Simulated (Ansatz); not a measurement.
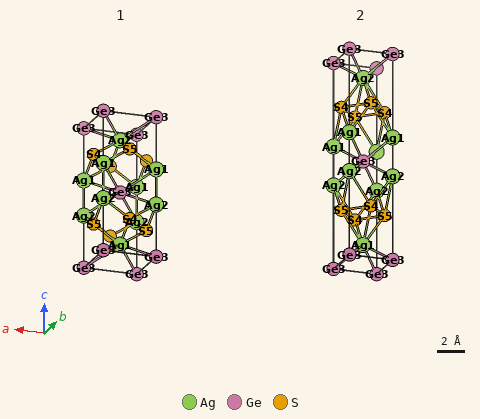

Two geometries of a crystal of Ag$_{2}$GeS$_{2}$ (built on the ThCr2Si2 type) (coarse preliminary run), drawn at one scale. One is the start of a relaxation, the other its converged end. The picture is a ball-and-stick view of the conventional cell (2 times the calculation's cell), seen from a free direction. Lengths and directions refer to the drawn axes.

Method: Ansatz 0.2.0, DFT PBE, scalar-relativistic, plane waves, PAW. Set-up: plane-wave cutoff 420 eV; k-point mesh 6 × 6 × 6; occupations gaussian; smearing width 0.1 eV; no spin polarisation; cell and atoms relaxed; force threshold 0.04 eV/Å; at most 70 steps.

Question: Which of the two is the end point?

Answer: Structure 2 is the relaxed one. Case: ThCr2Si2 type (I4/mmm, No. 139). The largest moves relative to the cell, 0.52 Å, are those of Ag1 and Ag2. Ag1 goes along −c. Ge and S stay in place. The drawn cell changes as follows: a = b 4.196 → 3.428 Å (−18.3 %), c 11.010 → 16.257 Å (+47.7 %); the volume changes by −1.4 %. Among the contacts that change: Ag1–S4 2.503 → 3.057 Å, S4–S5 2.967 → 2.424 Å, Ag1–Ge3 3.275 → 2.868 Å, Ag1–Ag2 2.774 → 3.065 Å. Bond angles that change, for instance: Ag1–S5–Ag1 113.9° → 68.2°, Ag1–S5–Ag2 107.3° → 133.3°. The space group stays I4/mmm (No. 139). The energy falls by 0.641 eV per cell of the calculation in 17 accepted moves (21 points after the start). Largest force component: 1.1 eV/Å at the start, 0.024 eV/Å at the end. The pressure goes from 4.95 to 0.02 GPa. The line search rejected the trial step at point 15 of the run. At 3 points the geometry stayed and the basis and grid were re-selected for the new cell (energy shift of 34.9 meV per cell of the calculation at most each time). Cost: 2.4 min on 1 thread of Intel(R) Xeon(R) Platinum 8259CL CPU @ 2.50GHz (Skylake/Cascade Lake), with other jobs on the host, peak memory 0.49 GiB.
